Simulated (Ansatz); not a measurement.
**Molecular dynamics of CH10N2OSi2 (part 5 of 5)**

CH10N2OSi2; RKS BHLYP-D4/6-31G* (Ansatz 0.2.0). It belongs to a series of runs on one base structure; here: dynamics from the start.

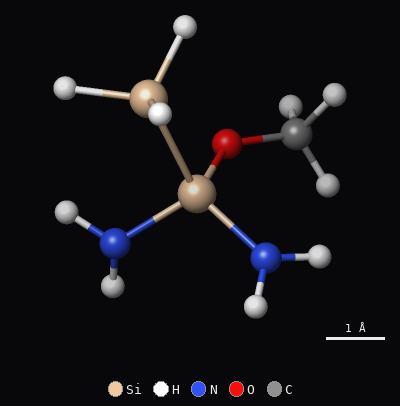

Figure 1. The geometry at step 268 of the log (ball-and-stick view, seen at a tilt).

Trajectory as extended XYZ, continued
```
16
Properties=species:S:1:pos:R:3:forces:R:3 step=225 time_fs=112.5 energy=-21979.87462 temperature=189.0
Si    0.0723   -0.0190    0.1137    0.4918  -0.4348   0.4739
Si    0.3789    0.0456    2.5048   -0.4084  -0.7125  -0.7223
H    -0.3820   -1.1015    3.1357    0.3683   0.4485  -0.2502
H     1.8017   -0.0605    2.7535    0.8135  -0.6476  -0.0413
H     0.2067    1.2074    3.3310   -0.7554   0.9634   0.2624
N     1.6504    0.1036   -0.5646   -0.0881   0.2754   0.1787
H     2.4488   -0.1539   -0.0154   -0.0253   0.0105   0.1636
H     1.8035   -0.1707   -1.5203   -0.1924   0.1006  -0.0268
N    -0.9903    1.0768   -0.6766   -1.7352  -0.8560  -0.6877
H    -1.9411    0.9080   -1.0585    1.4692  -0.2237   0.7642
H    -0.8306    2.0535   -0.6992    0.4957   0.5989   0.1122
O    -0.4198   -1.6001   -0.0750   -0.3104   0.0090  -0.2570
C    -1.6941   -2.0368   -0.4174   -1.3205   0.4635   0.9670
H    -2.4693   -1.7382    0.3149    0.4716   0.1523  -0.1478
H    -2.0113   -1.6536   -1.3597   -0.1387   0.4348  -0.8634
H    -1.8302   -3.1013   -0.4806    0.8643  -0.5823   0.0746
16
Properties=species:S:1:pos:R:3:forces:R:3 step=236 time_fs=118.0 energy=-21980.05206 temperature=286.2
Si    0.0543   -0.0155    0.1087    0.8016  -0.7889   0.8279
Si    0.3964    0.0452    2.4858    0.4898   0.7838  -0.1404
H    -0.3344   -1.0311    3.1401   -0.2686  -0.4196   0.0997
H     1.8569   -0.2233    2.6841   -0.2115  -0.0750  -0.0334
H     0.1431    1.2501    3.3577   -0.0367  -0.1870  -0.5416
N     1.6505    0.1104   -0.5284   -0.2898   0.3976   0.2245
H     2.4152   -0.1952    0.0424    0.0423   0.0103   0.1154
H     1.8223   -0.1264   -1.4870   -0.0857   0.0259  -0.1845
N    -0.9964    1.0609   -0.6782    1.3331   1.1550   0.3353
H    -1.8876    0.9541   -1.0815   -0.7203  -0.2230  -0.2026
H    -0.6514    2.0229   -0.6864   -0.5480  -0.6748  -0.2111
O    -0.4387   -1.5819   -0.0518   -0.3224  -0.0864  -0.1625
C    -1.7018   -2.0526   -0.4232    0.3232  -0.0408  -1.4882
H    -2.4586   -1.7517    0.2854   -0.2873  -0.2724   0.2967
H    -1.9792   -1.6141   -1.4161    0.0398  -0.5109   0.7516
H    -1.6405   -3.1561   -0.5484   -0.2595   0.9062   0.3134
16
Properties=species:S:1:pos:R:3:forces:R:3 step=246 time_fs=123.0 energy=-21979.94988 temperature=230.0
Si    0.0448   -0.0192    0.1115    0.8091  -0.7241   1.0829
Si    0.4148    0.0491    2.4664    0.4938   0.0434   0.1637
H    -0.3320   -1.0326    3.1502   -0.0984  -0.0188  -0.1155
H     1.8955   -0.3955    2.6186   -0.9559   0.5870   0.0737
H     0.0623    1.2871    3.2825    0.4716  -0.4552  -0.4970
N     1.6471    0.1228   -0.4927   -0.1827   0.3045  -0.0501
H     2.3789   -0.2250    0.1083   -0.0519   0.0847  -0.3204
H     1.8152   -0.0725   -1.4700    0.1014   0.0188   0.2845
N    -0.9909    1.0569   -0.6778    0.2088  -0.2475   0.0507
H    -1.8947    0.9468   -1.0948    0.1575   0.1133   0.1348
H    -0.5679    1.9542   -0.7249   -0.3816   0.7711  -0.4427
O    -0.4606   -1.5665   -0.0334   -0.2492   0.0085  -0.2028
C    -1.7049   -2.0627   -0.4459    0.5400   0.4784   1.1054
H    -2.4852   -1.8228    0.3036    0.3081  -0.4565  -0.5113
H    -1.9654   -1.6465   -1.3933   -0.4512   0.2050  -0.7108
H    -1.5133   -3.1090   -0.5493   -0.7195  -0.7125  -0.0452
16
Properties=species:S:1:pos:R:3:forces:R:3 step=257 time_fs=128.5 energy=-21979.95378 temperature=232.6
Si    0.0423   -0.0295    0.1253    0.6530   0.1761   1.1406
Si    0.4376    0.0524    2.4450   -1.7461  -1.3038  -0.7831
H    -0.3555   -1.0359    3.1303    0.0718   0.4198  -0.2310
H     1.7636   -0.4539    2.5745    1.3483   0.0668   0.3857
H     0.0802    1.2668    3.1047    0.1959   1.0250   0.6439
N     1.6384    0.1435   -0.4536   -0.1383   0.3601  -0.1909
H     2.3518   -0.2458    0.1253    0.3185  -0.0588   0.0926
H     1.8349   -0.0134   -1.4213    0.1037  -0.0127  -0.2922
N    -0.9755    1.0566   -0.6768   -1.1705   0.6174  -0.9511
H    -1.9107    0.9478   -1.0907    1.1585  -0.1477   0.6981
H    -0.6053    1.9734   -0.8630   -0.0952  -0.0810  -0.0079
O    -0.4900   -1.5508   -0.0171   -0.5713  -0.6151  -0.4490
C    -1.6952   -2.0688   -0.4613   -0.1144  -1.4967  -0.8778
H    -2.4954   -1.9860    0.2598   -0.2051   0.5059   0.2578
H    -2.0319   -1.6713   -1.4492    0.3441  -0.1732   0.8228
H    -1.5450   -3.1643   -0.5619   -0.1530   0.7178  -0.2585
16
Properties=species:S:1:pos:R:3:forces:R:3 step=268 time_fs=134.0 energy=-21980.04175 temperature=281.3
Si    0.0462   -0.0382    0.1498    0.1818   0.7686   0.1171
Si    0.4475    0.0464    2.4181    0.3486   0.8095   0.2805
H    -0.3797   -0.9526    3.0680   -0.4199  -0.2718   0.4479
H     1.8700   -0.4515    2.6220   -0.5263   0.4688   0.0472
H     0.1789    1.4186    3.0422    0.3768  -0.8177  -0.1752
N     1.6315    0.1692   -0.4198    0.9827  -0.1818  -0.5824
H     2.3642   -0.2571    0.1305   -0.1904   0.2239  -0.0368
H     1.8684    0.0520   -1.3956   -0.2363   0.1478   0.1139
N    -0.9643    1.0688   -0.6852    1.5777   0.7138   0.2272
H    -1.8589    0.8844   -1.0050   -1.7515  -0.5958  -0.4025
H    -0.6724    1.9801   -1.0130    0.2048  -0.4616   0.3469
O    -0.5281   -1.5452   -0.0083   -0.0526  -0.7601  -0.3176
C    -1.6913   -2.1010   -0.4837   -1.3937  -0.2271   1.0106
H    -2.5183   -2.0312    0.2441    0.3290   0.3222  -0.1348
H    -2.0453   -1.6923   -1.4015   -0.0613   0.6403  -0.7936
H    -1.6044   -3.1518   -0.6418    0.6307  -0.7789  -0.1483
16
Properties=species:S:1:pos:R:3:forces:R:3 step=279 time_fs=139.5 energy=-21980.03223 temperature=275.6
Si    0.0521   -0.0398    0.1753   -0.1908   0.4640  -1.1946
Si    0.4578    0.0454    2.3941    0.1949  -0.0068   1.3361
H    -0.4813   -0.8989    3.0972    0.3618   0.3764   0.0119
H     1.8944   -0.3473    2.6878   -0.6101  -0.0716  -0.1801
H     0.3640    1.4127    2.9630   -0.1743  -0.0747   0.0793
N     1.6393    0.1935   -0.3964    0.2607  -0.0450  -0.3587
H     2.3690   -0.2295    0.1460    0.1720   0.0476  -0.0409
H     1.8551    0.1514   -1.3771   -0.0059   0.0309  -0.0432
N    -0.9501    1.0823   -0.6954   -1.1223  -2.0710   0.6219
H    -1.9063    0.7562   -0.9071    1.1429   0.8888   0.0732
H    -0.6768    1.9427   -1.1033    0.0638   0.3763  -0.1492
O    -0.5671   -1.5524   -0.0049    0.5995  -0.1597   0.0645
C    -1.7151   -2.1429   -0.4989   -0.2729   0.4764  -1.3300
H    -2.5054   -1.9991    0.2289   -0.3136  -0.5520   0.0182
H    -2.0345   -1.6158   -1.4355    0.1419  -0.6571   0.6365
H    -1.5323   -3.2156   -0.7495   -0.2475   0.9774   0.4551
16
Properties=species:S:1:pos:R:3:forces:R:3 step=289 time_fs=144.5 energy=-21979.91592 temperature=211.3
Si    0.0561   -0.0374    0.1886   -0.2056  -0.2792  -1.7142
Si    0.4678    0.0456    2.3829   -1.2024   0.2251   1.1543
H    -0.5113   -0.7842    3.1441    0.2526   0.1340   0.0578
H     1.8122   -0.2754    2.7170    1.2148  -0.9212   0.0836
H     0.4989    1.3917    2.9091   -0.4641   0.8269   0.2701
N     1.6520    0.2145   -0.3817   -0.2430  -0.0208  -0.2289
H     2.4039   -0.1871    0.1469    0.1405   0.0284  -0.1803
H     1.8390    0.2497   -1.3678    0.1764  -0.0505  -0.0088
N    -0.9414    1.0711   -0.6953    0.6436  -0.6874   0.5736
H    -1.8769    0.7708   -0.8315   -0.6061   0.3013  -0.3142
H    -0.6782    1.9157   -1.1750   -0.0598  -0.2955   0.2806
O    -0.5939   -1.5617   -0.0011    0.5373   0.4010   0.2835
C    -1.7434   -2.1676   -0.5283    0.2941   1.4727   1.1063
H    -2.5540   -2.0812    0.2152    0.2155  -0.4661  -0.4716
H    -2.0203   -1.6383   -1.4106   -0.5439   0.1543  -0.8375
H    -1.4931   -3.1726   -0.7708   -0.1499  -0.8230  -0.0543
16
Properties=species:S:1:pos:R:3:forces:R:3 step=300 time_fs=150.0 energy=-21979.95557 temperature=233.2
Si    0.0587   -0.0376    0.1870    0.0503  -1.0636  -1.3170
Si    0.4726    0.0498    2.3835    1.3260   1.5549   1.9238
H    -0.4957   -0.6353    3.2258   -0.2486  -0.3392   0.3013
H     1.9092   -0.3973    2.7413   -1.0185  -0.0591  -0.3977
H     0.5315    1.5069    2.8940   -0.2119  -0.8612  -0.3781
N     1.6623    0.2368   -0.3712    0.0328  -0.1014  -0.6009
H     2.4711   -0.1309    0.1070   -0.3327   0.0771  -0.0216
H     1.8585    0.3481   -1.3560   -0.0626  -0.0397   0.1933
N    -0.9291    1.0420   -0.6842   -0.0916   0.3188  -0.2429
H    -1.8996    0.8745   -0.8105   -0.4898  -0.2522   0.0842
H    -0.6694    1.8591   -1.2060    0.4149  -0.0893   0.3332
O    -0.6160   -1.5658    0.0073   -0.3860   0.3605   0.0487
C    -1.7646   -2.1689   -0.5513    0.7190  -0.7243  -0.9334
H    -2.6023   -2.2718    0.1366    0.1126   0.5812   0.2217
H    -2.1040   -1.6767   -1.4943    0.2861  -0.2755   0.8399
H    -1.4974   -3.2249   -0.7916   -0.0999   0.9130  -0.0547
```

The run was set up as follows.

The input
```yaml
crystal:
  periodic: [false, false, false]
  atoms:
    - { symbol: Si, position_ang: [0.135795, -0.077383, 0.085736] }
    - { symbol: Si, position_ang: [0.266964, 0.021571, 2.420147] }
    - { symbol: H, position_ang: [-0.957397, -0.508136, 3.067322] }
    - { symbol: H, position_ang: [1.411066, -0.763618, 2.942471] }
    - { symbol: H, position_ang: [0.434815, 1.41756, 2.886444] }
    - { symbol: "N", position_ang: [1.705885, 0.233397, -0.503431] }
    - { symbol: H, position_ang: [2.508433, -0.195725, -0.080974] }
    - { symbol: H, position_ang: [1.833415, 0.359896, -1.492297] }
    - { symbol: "N", position_ang: [-0.901061, 1.080923, -0.641389] }
    - { symbol: H, position_ang: [-1.867349, 0.878931, -0.814827] }
    - { symbol: H, position_ang: [-0.743099, 2.063911, -0.522037] }
    - { symbol: O, position_ang: [-0.436612, -1.564264, -0.353095] }
    - { symbol: C, position_ang: [-1.701171, -2.078892, -0.039027] }
    - { symbol: H, position_ang: [-1.928509, -1.984368, 1.023223] }
    - { symbol: H, position_ang: [-2.487279, -1.577937, -0.605276] }
    - { symbol: H, position_ang: [-1.717395, -3.132565, -0.29899] }
basis:
  gaussian: { orbitals: "6-31G*" }
hamiltonian:
  xc: { name: BHLYP }
  dispersion: d4
md:
  timestep: 0.5
  n_steps: 300
  ensemble: nve
  temperature: 500.0
  initial_velocities: maxwell_boltzmann
  seed: 479118
```

Run as:
```bash
ansatz run input.yaml --threads 2 --pin off --max-ram 3072MiB --backend cpu --events-out ev --progress --plain --runs-dir out
```

Summary

| quantity | value |
| --- | --- |
| outcome | finished |
| mean temperature over the second half | 252 K |
| trajectory | 300 steps, 150 fs |
| ensemble | nve |
| temperature in the input | 500.0 K |
| time step | 0.5 fs |
| potential energy (last step) | −21979.9558 eV |
| mean-field energy (last step) | −21979.4745 eV |
| largest force (length of the vector) (last step) | 2.807 eV/Å |
| hardware | 2 threads of Arm Neoverse V1, 24 GiB of memory available, shared host |
| wall time | 26 min (CPU time 49 min) |
| peak memory | 0.31 GiB |

Notes

So short a trajectory is not equilibrated.
